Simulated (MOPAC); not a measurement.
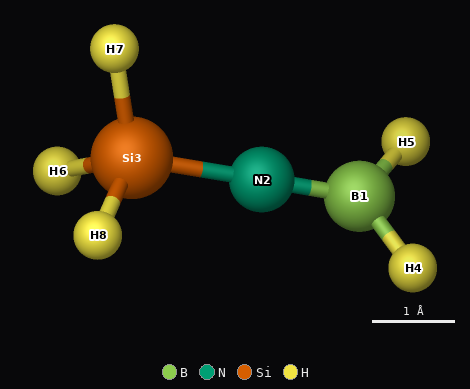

**Figure 1.** The structure (ball-and-stick view, seen at a tilt; atoms are numbered from 1 in the order of the input). Bond lengths as drawn: B–H 1.21 Å, B–N 1.26 Å, H–Si 1.47 Å and N–Si 1.68 Å.

Frequency calculation of BSiNH$_{5}$ (part 1 of 2)

System: BSiNH$_{5}$, multiplicity 2.
Method: AM1, unrestricted (MOPAC 23.2.5).

The geometry was optimised with AM1.

## The program's output
```
MOPAC v23.2.5
AM1 CALCULATION RESULTS

 *  AM1        - The AM1 Hamiltonian to be used
 *  DOUBLET    - SPIN STATE DEFINED AS A DOUBLET
 *  FORCE      - FORCE CALCULATION SPECIFIED
 *  THREADS=1  - MULTI-THREADING NOT USED
 *  AUX        - OUTPUT AUXILIARY INFORMATION
 *  THERMO     - THERMODYNAMIC QUANTITIES TO BE CALCULATED
AM1 DOUBLET THERMO FORCE AUX(PRECISION=6) T=10M THREADS=1
 BH5NSi

   ATOM   CHEMICAL          X               Y               Z
  NUMBER   SYMBOL      (ANGSTROMS)     (ANGSTROMS)     (ANGSTROMS)

     1       B         -0.49314400  *   0.64401600  *  -1.45616800  *
     2       N         -0.10387800  *   0.16476400  *  -0.35400000  *
     3      Si          0.40942300  *  -0.47939300  *   1.10772300  *
     4       H         -1.05482300  *  -0.02814400  *  -2.28696100  *
     5       H         -0.32714500  *   1.80394800  *  -1.74703000  *
     6       H         -0.23770700  *   0.16027000  *   2.25789600  *
     7       H          1.85799500  *  -0.34892300  *   1.29652400  *
     8       H          0.09321100  *  -1.91323300  *   1.17774400  *

          CARTESIAN COORDINATES

    NO.       ATOM           X           Y           Z

     1         B         -0.4931      0.6440     -1.4562
     2         N         -0.1039      0.1648     -0.3540
     3        Si          0.4094     -0.4794      1.1077
     4         H         -1.0548     -0.0281     -2.2870
     5         H         -0.3271      1.8039     -1.7470
     6         H         -0.2377      0.1603      2.2579
     7         H          1.8580     -0.3489      1.2965
     8         H          0.0932     -1.9132      1.1777

           Empirical Formula: H5 N B Si  =     8 atoms

      MOLECULAR POINT GROUP   :   Cs

 DOUBLET STATE CALCULATION

          UHF CALCULATION, NO. OF ALPHA ELECTRONS =    9
                           NO. OF BETA  ELECTRONS =    8

          HEAT OF FORMATION =       6.679415 KCALS/MOLE

          CARTESIAN COORDINATE DERIVATIVES

   NUMBER  ATOM         X            Y            Z

     1       B     -0.022123     0.007809    -0.024027
     2       N      0.002092     0.018736     0.008009
     3      Si      0.009032     0.009455     0.011203
     4       H      0.021947    -0.031431     0.003591
     5       H     -0.009194     0.006423     0.007993
     6       H     -0.004379    -0.001997    -0.007090
     7       H      0.003977    -0.003770     0.002419
     8       H     -0.001353    -0.005225    -0.002098

 DIPOLE           X         Y         Z       TOTAL
 POINT-CHG.     1.095     0.103     0.012     1.100
 HYBRID        -0.493    -0.008    -0.001     0.493
 SUM            0.602     0.095     0.011     0.610

          GRADIENT NORM =   0.06049

          MOLECULAR WEIGHT =   57.94

          ROTATIONAL CONSTANTS IN CM(-1)

          A =    2.18242531   B =    0.17100853   C =    0.16743365

           PRINCIPAL MOMENTS OF INERTIA IN UNITS OF 10**(-40)*GRAM-CM**2

          A =       12.8264   B =      163.6921   C =      167.1871

          ORIENTATION OF MOLECULE IN FORCE CALCULATION

    NO.       ATOM         X         Y         Z

     1          B      -1.8905   -0.0056   -0.0001
     2          N      -0.6272   -0.0056   -0.0001
     3         Si       1.0506    0.0032   -0.0001
     4          H      -2.5334    1.0135    0.0753
     5          H      -2.5331   -1.0249   -0.0750
     6          H       1.6120   -0.5543   -1.2350
     7          H       1.6122   -0.7635    1.1170
     8          H       1.5582    1.3773    0.1222

    FIRST DERIVATIVES WILL BE USED IN THE CALCULATION OF SECOND DERIVATIVES

          ESTIMATED TIME TO COMPLETE CALCULATION =        0.19 SECONDS

    FOR POINT-GROUP Cs   THERE ARE   2 UNIQUE SYMMETRY FUNCTIONS.

 STEP:   1 TIME =     0.00 SECS, INTEGRAL =      0.00 TIME LEFT:    599.99
 STEP:   2 TIME =     0.00 SECS, INTEGRAL =      0.01 TIME LEFT:    599.99
 STEP:   3 TIME =     0.00 SECS, INTEGRAL =      0.01 TIME LEFT:    599.98
 STEP:   4 TIME =     0.00 SECS, INTEGRAL =      0.02 TIME LEFT:    599.98
 STEP:   5 TIME =     0.00 SECS, INTEGRAL =      0.02 TIME LEFT:    599.98
 STEP:   6 TIME =     0.00 SECS, INTEGRAL =      0.02 TIME LEFT:    599.97
 STEP:   7 TIME =     0.00 SECS, INTEGRAL =      0.03 TIME LEFT:    599.97
 STEP:   8 TIME =     0.00 SECS, INTEGRAL =      0.03 TIME LEFT:    599.97
 STEP:   9 TIME =     0.00 SECS, INTEGRAL =      0.03 TIME LEFT:    599.97
 STEP:  10 TIME =     0.00 SECS, INTEGRAL =      0.03 TIME LEFT:    599.96
 STEP:  11 TIME =     0.00 SECS, INTEGRAL =      0.04 TIME LEFT:    599.96
 STEP:  12 TIME =     0.00 SECS, INTEGRAL =      0.04 TIME LEFT:    599.96
 STEP:  13 TIME =     0.00 SECS, INTEGRAL =      0.04 TIME LEFT:    599.96
 STEP:  14 TIME =     0.00 SECS, INTEGRAL =      0.04 TIME LEFT:    599.96
 STEP:  15 TIME =     0.00 SECS, INTEGRAL =      0.04 TIME LEFT:    599.95
 STEP:  16 TIME =     0.00 SECS, INTEGRAL =      0.05 TIME LEFT:    599.95
 STEP:  17 TIME =     0.00 SECS, INTEGRAL =      0.05 TIME LEFT:    599.95
 STEP:  18 TIME =     0.00 SECS, INTEGRAL =      0.05 TIME LEFT:    599.95
 STEP:  19                       INTEGRAL =      0.05 TIME LEFT:    599.95
 STEP:  20                       INTEGRAL =      0.05 TIME LEFT:    599.95
 STEP:  21                       INTEGRAL =      0.05 TIME LEFT:    599.95
 STEP:  22 TIME =     0.00 SECS, INTEGRAL =      0.05 TIME LEFT:    599.94
 STEP:  23 TIME =     0.00 SECS, INTEGRAL =      0.06 TIME LEFT:    599.94
 STEP:  24 TIME =     0.00 SECS, INTEGRAL =      0.06 TIME LEFT:    599.94

(To convert to Hartree/Bohr^2, multiply by (10^(-21) x N x a0^2)/(4.184 x 627.51) =  0.0642)

           FORCE MATRIX IN MILLIDYNES/ANGSTROM

                  B  1       N  2      Si  3       H  4       H  5       H  6
 ------------------------------------------------------------------------------
     B    1  13.170336
     N    2   8.557801  15.076470
    Si    3   0.264542   4.560306   8.673270
     H    4   4.660328   0.760538   0.068373   5.360450
     H    5   4.658137   0.762637   0.076066   0.424229   5.358278
     H    6   0.023003   0.313749   2.608847   0.005488   0.010479   2.898425
     H    7   0.022676   0.311921   2.607976   0.005209   0.011506   0.178956
     H    8   0.044011   0.296080   2.548074   0.009791   0.006432   0.180608

                  H  7       H  8
 ------------------------------
     H    7   2.898425
     H    8   0.180630   2.855497

          HEAT OF FORMATION =       6.679415 KCALS/MOLE

          ZERO POINT ENERGY      31.622 KCAL/MOL

           NORMAL COORDINATE ANALYSIS (Total motion = 1 Angstrom)

   Root No.       1         2         3         4         5         6         7         8

                 1 A"      1 A'      2 A"      2 A'      3 A"      3 A'      4 A'      5 A'

                  66.0     178.5     189.7     587.1     626.7     674.8     753.9     816.6

           1    0.0000   -0.0006   -0.0000   -0.0013   -0.0000    0.0024   -0.1440   -0.0064
           2   -0.0004   -0.0524    0.0058   -0.0419    0.0000   -0.0626   -0.0021    0.0040
           3    0.0057   -0.0039   -0.0779   -0.0032   -0.0030   -0.0045   -0.0001    0.0002
           4   -0.0000   -0.0007    0.0000   -0.0026    0.0000    0.0028   -0.0897   -0.0050
           5    0.0008    0.1178   -0.0101   -0.0060   -0.0038    0.0596    0.0040   -0.0092
           6   -0.0103    0.0086    0.1379   -0.0005    0.0511    0.0044    0.0003   -0.0007
           7   -0.0000    0.0004   -0.0000    0.0015   -0.0000   -0.0020    0.0992    0.0033
           8   -0.0001   -0.0192    0.0012    0.0253    0.0031   -0.0203   -0.0006   -0.0133
           9    0.0019   -0.0014   -0.0173    0.0019   -0.0404   -0.0016   -0.0001   -0.0009
          10    0.0001   -0.1654    0.0000    0.1478   -0.0002    0.2118   -0.1507   -0.0249
          11   -0.0215   -0.1603    0.0096    0.0651    0.0003    0.0868   -0.0073   -0.0083
          12    0.2912   -0.0118   -0.1291    0.0046   -0.0078    0.0065   -0.0006   -0.0008
          13   -0.0001    0.1642   -0.0001   -0.1580    0.0002   -0.2018   -0.1643    0.0003
          14    0.0198   -0.1602    0.0158    0.0689    0.0015    0.0840    0.0127   -0.0016
          15   -0.2682   -0.0120   -0.2126    0.0049   -0.0241    0.0063    0.0011   -0.0002
          16    0.0038   -0.0639   -0.1390   -0.1166    0.3080    0.0705    0.1401   -0.0773
          17   -0.1277   -0.0756   -0.0097   -0.1137   -0.0438    0.0957   -0.0160    0.2910
          18    0.0625   -0.0052   -0.0774    0.0059    0.1424   -0.0166    0.0321   -0.1752
          19   -0.0038   -0.0640    0.1389   -0.1169   -0.3077    0.0706    0.1401   -0.0773
          20    0.1172   -0.0756    0.0208   -0.1116    0.0229    0.0922   -0.0109    0.2623
          21    0.0805   -0.0058   -0.0752   -0.0221    0.1474    0.0302   -0.0340    0.2163
          22   -0.0000    0.1343    0.0000    0.2529   -0.0001   -0.1614    0.0618    0.2272
          23    0.0100   -0.0700    0.0076   -0.0814   -0.0138    0.0506    0.0056   -0.0870
          24   -0.1364   -0.0051   -0.1047   -0.0059    0.1887    0.0038    0.0002   -0.0065

   Root No.       9        10        11        12        13        14        15        16

                 4 A"      6 A'      5 A"      7 A'      8 A'      9 A'      6 A"     10 A'

                 825.5     847.7     945.2     998.3    1705.4    2215.0    2231.3    2235.9

           1    0.0000    0.0044   -0.0000   -0.0622   -0.2465    0.0019    0.0000   -0.0018
           2    0.0000   -0.0005    0.0083   -0.0001   -0.0001   -0.0002    0.0001   -0.0001
           3    0.0015   -0.0000   -0.1122    0.0000    0.0000   -0.0001   -0.0001   -0.0001
           4   -0.0000    0.0029    0.0000   -0.0128    0.2774   -0.0040   -0.0000    0.0039
           5    0.0006    0.0012   -0.0017   -0.0007   -0.0010   -0.0019    0.0002   -0.0006
           6   -0.0079    0.0001    0.0237   -0.0001   -0.0002   -0.0002   -0.0018   -0.0001
           7   -0.0000   -0.0347    0.0000    0.0032   -0.0289   -0.0058   -0.0001    0.0117
           8    0.0009   -0.0001   -0.0001    0.0003    0.0005   -0.0266    0.0019   -0.0095
           9   -0.0130    0.0000    0.0015    0.0000    0.0001   -0.0019   -0.0254   -0.0008
          10    0.0001    0.0045    0.0001    0.3707   -0.1724    0.0008    0.0001   -0.0008
          11    0.0008    0.0004   -0.0305    0.2560    0.0300   -0.0006    0.0001    0.0007
          12   -0.0081   -0.0010    0.4142    0.0188    0.0024    0.0014    0.0015   -0.0025
          13   -0.0001    0.0013    0.0001    0.3698   -0.1728    0.0011   -0.0001   -0.0006
          14    0.0004    0.0009   -0.0304   -0.2553   -0.0296    0.0010    0.0002   -0.0006
          15   -0.0028    0.0011    0.4125   -0.0189   -0.0024   -0.0017   -0.0004    0.0024
          16   -0.1775    0.2990   -0.0115    0.0014   -0.0278   -0.0433   -0.1917   -0.1660
          17   -0.2177    0.0389   -0.0057    0.0026   -0.0110    0.0209    0.1914    0.1620
          18    0.0165    0.1289   -0.0014   -0.0021   -0.0187    0.0800    0.3888    0.3681
          19    0.1777    0.2989    0.0115    0.0014   -0.0278   -0.0431    0.1940   -0.1642
          20    0.2128    0.0594    0.0059    0.0023   -0.0140    0.0284   -0.2494    0.2171
          21    0.0480   -0.1206   -0.0006    0.0025    0.0167   -0.0775    0.3608   -0.3328
          22    0.0004    0.2746    0.0000    0.0136   -0.0045    0.2812    0.0001   -0.0300
          23   -0.0299   -0.1089   -0.0006   -0.0034    0.0259    0.7211    0.0013   -0.1040
          24    0.4027   -0.0098    0.0074   -0.0003    0.0022    0.0553   -0.0171   -0.0111

   Root No.      17        18

                11 A'     12 A'

                3104.5    3117.6

           1   -0.0434    0.0013
           2   -0.0019   -0.0675
           3   -0.0001   -0.0050
           4   -0.0015    0.0000
           5   -0.0001   -0.0019
           6   -0.0000   -0.0001
           7   -0.0001    0.0000
           8    0.0000   -0.0003
           9    0.0000   -0.0000
          10    0.2368   -0.2721
          11   -0.3977    0.3909
          12   -0.0294    0.0289
          13    0.2516    0.2580
          14    0.4193    0.3677
          15    0.0308    0.0270
          16    0.0002    0.0007
          17   -0.0000    0.0001
          18    0.0000   -0.0001
          19    0.0002    0.0007
          20   -0.0000    0.0001
          21   -0.0000    0.0001
          22    0.0006   -0.0015
          23   -0.0006   -0.0002
          24   -0.0000   -0.0000

           MASS-WEIGHTED COORDINATE ANALYSIS (NORMAL COORDINATES)

   Root No.       1         2         3         4         5         6         7         8

                 1 A"      1 A'      2 A"      2 A'      3 A"      3 A'      4 A'      5 A'

                  66.0     178.5     189.7     587.1     626.7     674.8     753.9     816.6

           1    0.0000   -0.0032   -0.0001   -0.0091   -0.0000    0.0157   -0.5621   -0.0379
           2   -0.0029   -0.2774    0.0281   -0.2945    0.0002   -0.4011   -0.0081    0.0234
           3    0.0397   -0.0208   -0.3746   -0.0228   -0.0164   -0.0290   -0.0003    0.0010
           4   -0.0000   -0.0040    0.0002   -0.0208    0.0001    0.0205   -0.3983   -0.0337
           5    0.0060    0.7102   -0.0554   -0.0482   -0.0241    0.4343    0.0178   -0.0615
           6   -0.0825    0.0521    0.7551   -0.0039    0.3206    0.0323    0.0015   -0.0048
           7   -0.0000    0.0032   -0.0000    0.0166   -0.0001   -0.0204    0.6239    0.0309
           8   -0.0016   -0.1635    0.0095    0.2869    0.0274   -0.2095   -0.0039   -0.1264
           9    0.0216   -0.0117   -0.1341    0.0220   -0.3587   -0.0160   -0.0006   -0.0086
          10    0.0002   -0.2675    0.0000    0.3171   -0.0003    0.4143   -0.1796   -0.0446
          11   -0.0459   -0.2592    0.0141    0.1397    0.0004    0.1697   -0.0087   -0.0149
          12    0.6227   -0.0191   -0.1896    0.0098   -0.0132    0.0127   -0.0007   -0.0015
          13   -0.0001    0.2655   -0.0001   -0.3391    0.0003   -0.3948   -0.1958    0.0005
          14    0.0423   -0.2590    0.0232    0.1478    0.0025    0.1643    0.0152   -0.0028
          15   -0.5736   -0.0194   -0.3123    0.0105   -0.0406    0.0124    0.0013   -0.0004
          16    0.0082   -0.1034   -0.2041   -0.2501    0.5187    0.1380    0.1669   -0.1387
          17   -0.2731   -0.1222   -0.0142   -0.2439   -0.0737    0.1872   -0.0191    0.5225
          18    0.1336   -0.0084   -0.1137    0.0126    0.2398   -0.0324    0.0382   -0.3145
          19   -0.0081   -0.1035    0.2040   -0.2507   -0.5181    0.1380    0.1670   -0.1388
          20    0.2506   -0.1223    0.0305   -0.2395    0.0385    0.1804   -0.0130    0.4708
          21    0.1722   -0.0094   -0.1105   -0.0475    0.2483    0.0591   -0.0405    0.3883
          22   -0.0000    0.2172    0.0001    0.5426   -0.0001   -0.3157    0.0736    0.4079
          23    0.0215   -0.1132    0.0112   -0.1747   -0.0232    0.0989    0.0066   -0.1562
          24   -0.2916   -0.0082   -0.1538   -0.0127    0.3178    0.0074    0.0003   -0.0117

   Root No.       9        10        11        12        13        14        15        16

                 4 A"      6 A'      5 A"      7 A'      8 A'      9 A'      6 A"     10 A'

                 825.5     847.7     945.2     998.3    1705.4    2215.0    2231.3    2235.9

           1    0.0000    0.0250   -0.0001   -0.3039   -0.6002    0.0078    0.0000   -0.0094
           2    0.0001   -0.0028    0.0388   -0.0005   -0.0002   -0.0008    0.0007   -0.0004
           3    0.0085   -0.0002   -0.5263    0.0000    0.0001   -0.0006   -0.0007   -0.0003
           4   -0.0000    0.0187    0.0000   -0.0711    0.7689   -0.0187   -0.0001    0.0235
           5    0.0041    0.0075   -0.0093   -0.0041   -0.0027   -0.0090    0.0010   -0.0038
           6   -0.0517    0.0006    0.1266   -0.0003   -0.0004   -0.0009   -0.0095   -0.0004
           7   -0.0002   -0.3157    0.0000    0.0250   -0.1136   -0.0382   -0.0006    0.0986
           8    0.0082   -0.0005   -0.0009    0.0026    0.0019   -0.1756    0.0144   -0.0803
           9   -0.1199    0.0002    0.0114    0.0002    0.0002   -0.0126   -0.1950   -0.0068
          10    0.0001    0.0077    0.0002    0.5526   -0.1282    0.0010    0.0001   -0.0012
          11    0.0013    0.0006   -0.0437    0.3817    0.0223   -0.0008    0.0001    0.0011
          12   -0.0141   -0.0018    0.5932    0.0280    0.0018    0.0017    0.0022   -0.0040
          13   -0.0001    0.0023    0.0001    0.5513   -0.1285    0.0014   -0.0001   -0.0009
          14    0.0006    0.0015   -0.0435   -0.3806   -0.0220    0.0013    0.0003   -0.0009
          15   -0.0050    0.0019    0.5906   -0.0282   -0.0018   -0.0021   -0.0005    0.0038
          16   -0.3103    0.5158   -0.0164    0.0020   -0.0207   -0.0541   -0.2787   -0.2649
          17   -0.3806    0.0671   -0.0082    0.0038   -0.0082    0.0261    0.2783    0.2586
          18    0.0288    0.2223   -0.0020   -0.0031   -0.0139    0.1000    0.5654    0.5875
          19    0.3107    0.5155    0.0164    0.0020   -0.0207   -0.0539    0.2820   -0.2620
          20    0.3721    0.1024    0.0084    0.0034   -0.0104    0.0355   -0.3626    0.3464
          21    0.0840   -0.2080   -0.0008    0.0037    0.0124   -0.0968    0.5247   -0.5311
          22    0.0006    0.4736    0.0000    0.0202   -0.0034    0.3513    0.0002   -0.0479
          23   -0.0522   -0.1878   -0.0008   -0.0051    0.0192    0.9010    0.0019   -0.1659
          24    0.7041   -0.0168    0.0106   -0.0004    0.0016    0.0691   -0.0249   -0.0177

   Root No.      17        18

                11 A'     12 A'

                3104.5    3117.6

           1   -0.2059    0.0060
           2   -0.0091   -0.3195
           3   -0.0006   -0.0235
           4   -0.0083    0.0001
           5   -0.0005   -0.0104
           6   -0.0000   -0.0008
           7   -0.0008    0.0001
           8    0.0003   -0.0020
           9    0.0000   -0.0002
          10    0.3434   -0.3930
          11   -0.5769    0.5645
          12   -0.0426    0.0417
          13    0.3648    0.3726
          14    0.6081    0.5311
          15    0.0447    0.0391
          16    0.0002    0.0010
          17   -0.0001    0.0001
          18    0.0000   -0.0002
          19    0.0002    0.0010
          20   -0.0000    0.0001
          21   -0.0000    0.0002
          22    0.0009   -0.0021
          23   -0.0008   -0.0002
          24   -0.0001   -0.0000

          DESCRIPTION OF VIBRATIONS

 VIBRATION          1    1A"         ATOM PAIR     ENERGY CONTRIBUTION    RADIAL
 FREQUENCY            66.01         B 1 -- H 5         +35.5% (523.7%)      0.0%
 TRANSITION DIPOLE   0.0845         B 1 -- H 4         +33.6% (509.0%)      0.0%
 TRAVEL (Ang.)       0.0000         Si3 -- H 8         +10.2% (280.1%)      0.0%
 REDUCED MASS        0.2888         Si3 -- H 7         +10.0% (278.2%)      0.5%
 EFFECTIVE MASS      3.9117         Si3 -- H 6         +10.0% (278.2%)      0.2%
 FORCE CONSTANT      0.0007

 VIBRATION          2    1A'         ATOM PAIR     ENERGY CONTRIBUTION    RADIAL
 FREQUENCY           178.52         B 1 -- N 2         +29.9% (224.0%)      0.0%
 TRANSITION DIPOLE   0.1490         B 1 -- H 4         +23.5% (198.8%)     34.8%
 TRAVEL (Ang.)       0.3182         B 1 -- H 5         +23.1% (197.0%)     34.7%
 REDUCED MASS        3.7311         N 2 -- Si3         +13.0% (147.7%)      0.0%
 EFFECTIVE MASS     42.4220
 FORCE CONSTANT      0.0701

 VIBRATION          3    2A"         ATOM PAIR     ENERGY CONTRIBUTION    RADIAL
 FREQUENCY           189.66         B 1 -- N 2         +48.3% (184.0%)      0.0%
 TRANSITION DIPOLE   0.2787         N 2 -- Si3         +22.3% (125.1%)      0.0%
 TRAVEL (Ang.)       0.2709         Si3 -- H 6         +10.5% ( 85.6%)     17.5%
 REDUCED MASS        4.8447         Si3 -- H 7         +10.4% ( 85.5%)     17.0%
 EFFECTIVE MASS     31.2011
 FORCE CONSTANT      0.1027
```
